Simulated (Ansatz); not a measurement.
# Cadmium, diamond under LDA: ground state and equation of state, part 2 of 2

What does LDA give for cadmium in the diamond structure? We relax it, solve it on a dense k-mesh, switch on spin-orbit coupling, then scale the cell to 7 volumes from 88 to 112 % of the relaxed one and try a fit of the equation of state. The k-meshes are 9×9×9 for the relaxation; 14×14×14 for the dense run; 9×9×9 for spin-orbit coupling; 10×10×10 for the volumes.

Ansatz 0.2.0; DFT, LDA (PW92), plane waves (420 eV) with PAW, scalar-relativistic. The steps go on from the part before.

**9. The cell scaled to 104 % of its volume**

This is Cd in the diamond structure; at room conditions it is hcp.

input.yaml reads:

```yaml
crystal:
  lattice:
    - [0.0, 3.1959798806, 3.1959798806]
    - [3.1959798806, 0.0, 3.1959798806]
    - [3.1959798806, 3.1959798806, 0.0]
  atoms:
    - { symbol: Cd, position: [0.125, 0.125, 0.125] }
    - { symbol: Cd, position: [0.875, 0.875, 0.875] }
hamiltonian:
  xc: lda
  pseudopotentials:
    kind: paw
    azcp:
      Cd: "pseudopotentials/Cd.paw.azcp"
basis:
  ecutwfc: 420
  fft_grid_basis: typed
kpoints:
  mp_grid: { grid: [10, 10, 10], shift: [0, 0, 0] }
magnetization:
  spin_polarized: false
scf:
  occupations: { method: fermi_dirac, width: 0.1 }
  lower_state_search: "off"
output:
  stress: true
```

Log, cut to the lines that bear on the results:

```text
Warning: <dir> the record states the generating functional pbe (its physics header spells it `PBE`), which answers neither for hamiltonian.xc's functional nor for the lda family's — results may be inconsistent (PPs are generated against a specific XC)
Warning: RAYON_NUM_THREADS=2 ignored (pool sized by the plan → 2); use --threads N
[...]
Pseudopotentials: kind: paw
Pseudopotential: Cd, paw, valence charge 20, recommended cutoff 420 eV (normal), <dir>
Functional definition: SPW92
[...]
Crystal: 2 atoms, lattice volume = 65.289 Å³
Basis set: ecut = 420 eV, 1243 PW (Γ)
Bands: 24, of which v1, the nominal top of the filled ones, is band 20 counted from 1 (19 counted from 0)
Symmetry: 48 space group operations
Space group: Fd-3m (ITA 227), of the structure as read, at distance tolerance 4.0e-5 Å
k-points: 47 of 1000
[...]
SCF iter   1: F=—  HF=-16234.787382 eV  |F-HF|=—  |Δ(HF+E_count)|=         —  Δρ=7.22e-3  dr2=2.62e-2  ethr=1.77e-3  ⟨swp⟩=5.3  Hψ=4490  notcnv=0
[...]
SCF iter   6: F=-16234.778733 eV  HF=-16234.778733 eV  |F-HF|=2.58e-10  |Δ(HF+E_count)|=   1.03e-9  Δρ=8.03e-7  dr2=6.19e-10  ethr=1.68e-11  ⟨swp⟩=2.0  Hψ=3398  notcnv=0
[...]
SCF converged after 6 iterations
Free energy (F): -16234.778733 eV
[...]
E sigma→0 (E₀):  -16234.759916 eV
Entropy (-TS):   -0.037633 eV (-18.816 meV/atom)
Fermi energy:    7.911650 eV
[...]
--- Stress (GPa, compression-positive) ---
       -0.913886      -0.000000      -0.000000
        0.000000      -0.913886      -0.000000
       -0.000000       0.000000      -0.913886
  P = ⅓ Tr σ = -0.9139 GPa (-9.139 kbar)
```

It took 1.5 s on 2 threads of an Arm CPU, shared host; peak memory 0.33 GiB.

**10. The cell scaled to 108 % of its volume**

Edit input.yaml of step 9 so:

```diff
@@ -2,5 +2,5 @@
   lattice:
-    - [0.0, 3.1959798806, 3.1959798806]
-    - [3.1959798806, 0.0, 3.1959798806]
-    - [3.1959798806, 3.1959798806, 0.0]
+    - [0.0, 3.2364396173, 3.2364396173]
+    - [3.2364396173, 0.0, 3.2364396173]
+    - [3.2364396173, 3.2364396173, 0.0]
   atoms:
@@ -26 +26,5 @@
   stress: true
+  write_density: true
+  write_potential: true
+  elf: true
+  volumetric_format: npy
```

Log, cut to the lines that bear on the results:

```text
Warning: <dir> the record states the generating functional pbe (its physics header spells it `PBE`), which answers neither for hamiltonian.xc's functional nor for the lda family's — results may be inconsistent (PPs are generated against a specific XC)
Warning: RAYON_NUM_THREADS=2 ignored (pool sized by the plan → 2); use --threads N
[...]
[... 3 set-up lines as earlier in the session ...]
[...]
Crystal: 2 atoms, lattice volume = 67.800 Å³
Basis set: ecut = 420 eV, 1363 PW (Γ)
Bands: 24, of which v1, the nominal top of the filled ones, is band 20 counted from 1 (19 counted from 0)
[... 1 set-up line as earlier in the session ...]
Space group: Fd-3m (ITA 227), of the structure as read, at distance tolerance 4.1e-5 Å
k-points: 47 of 1000
[...]
SCF iter   1: F=—  HF=-16234.766503 eV  |F-HF|=—  |Δ(HF+E_count)|=         —  Δρ=6.96e-3  dr2=2.54e-2  ethr=1.77e-3  ⟨swp⟩=5.3  Hψ=4494  notcnv=0
[...]
SCF iter   6: F=-16234.758107 eV  HF=-16234.758107 eV  |F-HF|=8.35e-10  |Δ(HF+E_count)|=   1.34e-9  Δρ=1.23e-6  dr2=1.35e-9  ethr=3.81e-11  ⟨swp⟩=4.7  Hψ=5808  notcnv=0
[...]
SCF converged after 6 iterations
Free energy (F): -16234.758107 eV
[...]
E sigma→0 (E₀):  -16234.738942 eV
Entropy (-TS):   -0.038329 eV (-19.165 meV/atom)
Fermi energy:    7.483073 eV
[...]
--- Stress (GPa, compression-positive) ---
       -1.684824       0.000000      -0.000000
       -0.000000      -1.684824      -0.000000
        0.000000      -0.000000      -1.684824
  P = ⅓ Tr σ = -1.6848 GPa (-16.848 kbar)
--- Band table (eV; the first three rows and the last of 47) ---
  k-point 0: bands = ["-95.1054", "-95.0947", "-56.2513", "-56.2513", "-56.2513", "-56.2082", "-56.2082", "-56.2082", "-1.6808", "-1.6808", "-1.6808", "-1.6179", "-1.6179", "-0.8472", "-0.8472", "-0.8472", "-0.6459", "-0.6459", "0.7790", "12.1432", "12.1432", "12.1432", "12.9817", "13.3281"]
[...]
```

Run time: 2.1 s. Hardware: 2 threads of an Arm CPU, shared host; peak memory 0.34 GiB.

**11. The cell scaled to 112 % of its volume**

Edit input.yaml of step 10 so:

```diff
@@ -2,5 +2,5 @@
   lattice:
-    - [0.0, 3.2364396173, 3.2364396173]
-    - [3.2364396173, 0.0, 3.2364396173]
-    - [3.2364396173, 3.2364396173, 0.0]
+    - [0.0, 3.2759122833, 3.2759122833]
+    - [3.2759122833, 0.0, 3.2759122833]
+    - [3.2759122833, 3.2759122833, 0.0]
   atoms:
```

Log, cut to the lines that bear on the results:

```text
Warning: <dir> the record states the generating functional pbe (its physics header spells it `PBE`), which answers neither for hamiltonian.xc's functional nor for the lda family's — results may be inconsistent (PPs are generated against a specific XC)
Warning: RAYON_NUM_THREADS=2 ignored (pool sized by the plan → 2); use --threads N
[...]
[... 3 set-up lines as earlier in the session ...]
[...]
Crystal: 2 atoms, lattice volume = 70.312 Å³
Basis set: ecut = 420 eV, 1363 PW (Γ)
Bands: 24, of which v1, the nominal top of the filled ones, is band 20 counted from 1 (19 counted from 0)
[... 2 set-up lines as earlier in the session ...]
k-points: 47 of 1000
[...]
SCF iter   1: F=—  HF=-16234.735194 eV  |F-HF|=—  |Δ(HF+E_count)|=         —  Δρ=6.75e-3  dr2=2.50e-2  ethr=1.77e-3  ⟨swp⟩=5.3  Hψ=4492  notcnv=0
[...]
SCF iter   6: F=-16234.726900 eV  HF=-16234.726900 eV  |F-HF|=9.15e-10  |Δ(HF+E_count)|=  8.22e-10  Δρ=1.30e-6  dr2=1.36e-9  ethr=5.62e-11  ⟨swp⟩=5.2  Hψ=5835  notcnv=0
[...]
SCF converged after 6 iterations
Free energy (F): -16234.726900 eV
[...]
E sigma→0 (E₀):  -16234.707445 eV
Entropy (-TS):   -0.038910 eV (-19.455 meV/atom)
Fermi energy:    7.088867 eV
[...]
--- Stress (GPa, compression-positive) ---
       -2.269813       0.000000      -0.000000
        0.000000      -2.269813      -0.000000
       -0.000000      -0.000000      -2.269813
  P = ⅓ Tr σ = -2.2698 GPa (-22.698 kbar)
--- Band table (eV; the first three rows and the last of 47) ---
  k-point 0: bands = ["-95.4762", "-95.4673", "-56.6200", "-56.6200", "-56.6200", "-56.5827", "-56.5827", "-56.5827", "-2.0133", "-2.0133", "-2.0133", "-1.9524", "-1.9524", "-1.2340", "-1.2340", "-1.2340", "-1.0535", "-1.0535", "0.5287", "11.5805", "11.5805", "11.5805", "12.2581", "12.7826"]
[...]
```

Run time: 2.4 s. Hardware: 2 threads of an Arm CPU, shared host; peak memory 0.34 GiB.

**12. The equation of state**

The cell was scaled evenly, with its shape and the fractional positions fixed.

```csv
V (Å³/atom),E − E₀ (meV/atom),P from the stress (GPa),P from the fit (GPa)
27.622,54.5,5.39,5.28
28.878,22.1,3.12,3.05
30.134,5.3,1.40,1.35
31.389,0.1,0.09,0.05
32.645,3.7,-0.91,-0.95
33.900,14.2,-1.68,-1.70
35.156,29.9,-2.27,-2.27
```

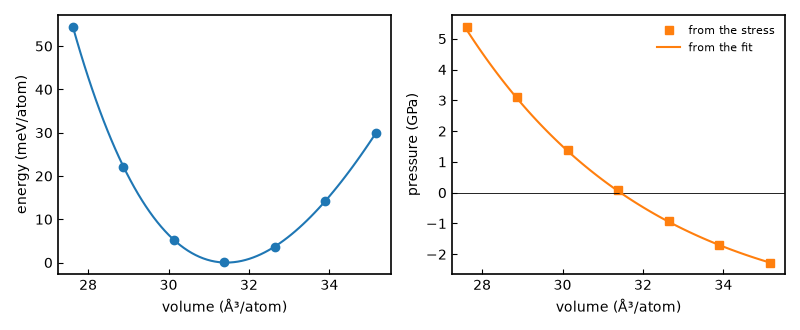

Energy and pressure against volume; the lines are the Birch-Murnaghan fit.

A third-order Birch-Murnaghan fit gives V₀ = 31.440 Å³/atom, B₀ = 28 GPa and B₀′ = 5.8; it misses no point by more than 0.07 meV/atom.

**13. Results**

The summary covers parts 1 to 2.

```
                      quantity                         value
space group (spins left aside)               Fd-3m (No. 227)
             conventional cell                   a = 6.309 Å
                        volume                31.389 Å³/atom
             shortest distance                       2.732 Å
               gap on the mesh  none (levels filled in part)
               relative to hcp                 +498 meV/atom
                   V₀, B₀, B₀′   31.440 Å³/atom, 28 GPa, 5.8
```

What this shows: From the guessed start the volume grew by 7.7 % in 3 steps. Against the reference form of cadmium (hcp, computed apart with the same settings) it stands 498 meV/atom higher, so it is far from stable. Levels at the Fermi energy are filled in part, as in a metal. Totals with and without spin-orbit coupling (-2.6 eV/atom apart) can't be read as binding, since the two-component data shift the zero of energy. The fitted modulus is 28 GPa. Relaxation kept the symmetry; phonons were not checked.
